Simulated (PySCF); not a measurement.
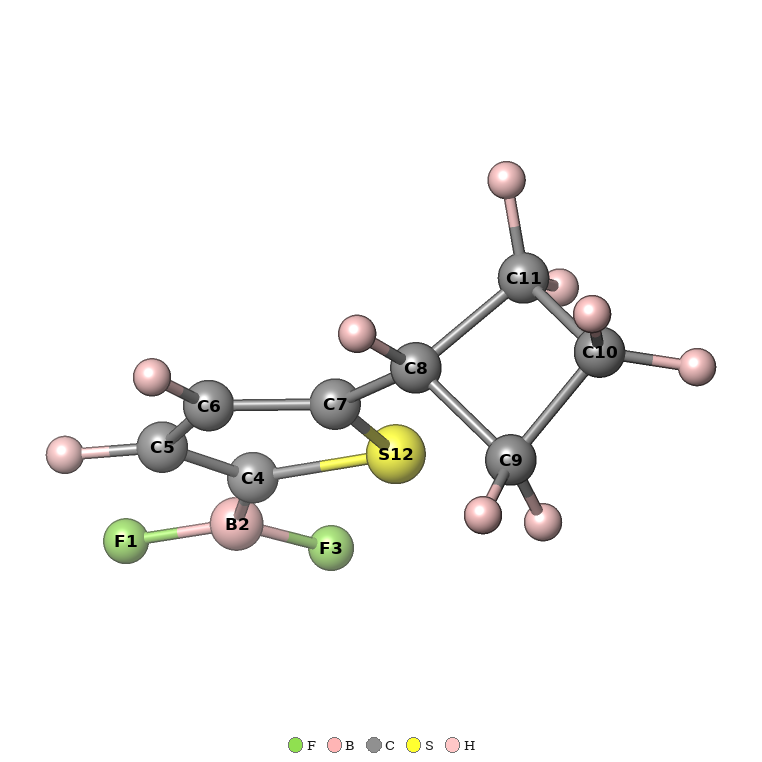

Depth is shown by fading: the farther an atom, the more it takes the colour of the background. The geometry was computed by an optimisation with PBE0-D3(BJ)/def2-SVP. No frequency run is at hand to confirm it as a minimum.

What is the conformation of the ring C4–C5–C6–C7–S12?

Answer. It is planar. The Cremer–Pople amplitude Q is 0.00 Å.

Give the torsion angles round the ring, beginning with the bond from its second to its third atom.

Answer. 0°, 0°, 0°, 0°, 0°.
